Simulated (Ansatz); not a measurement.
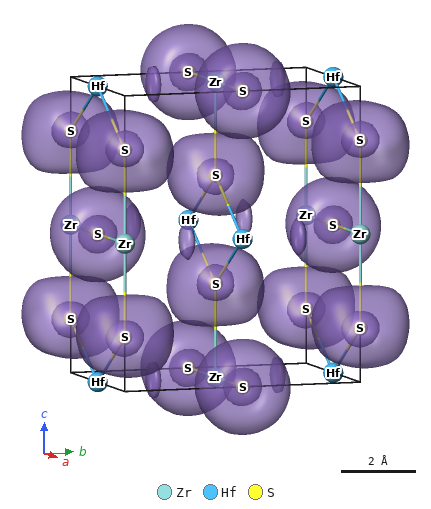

HfZrS₃. Isosurface of the ELF at 0.65 (purple), seen slightly off an axis. Only the valence region is drawn (cores and ρ < 0.01 e/Å³ removed). Sticks mark near contacts.

Space group Immm; a structure generated by program, which may or may not match a known phase.

Theory: DFT PBE, scalar-relativistic, plane waves, PAW (Ansatz 0.2.0).

In a PAW calculation such maps are meaningful between the atoms, not at the nuclei.

### Where are the electrons localised?

The surface consists of six regions wrapped around S (the valence shell of each) and four pockets between the atoms, centred on no nucleus (multi-centre or interstitial), counted in one cell of 10 atoms. Regions shared between cells count once. Profiles from the grid: Zr–S (2.30 Å): the ELF peaks at about 0.85 in the valence shell of S, 0.7 Å from its nucleus, and is about 0.35 at the midpoint. Hf–S (2.73 Å): the ELF peaks at about 0.90 in the valence shell of S, 0.9 Å from its nucleus, and is about 0.45 at the midpoint.
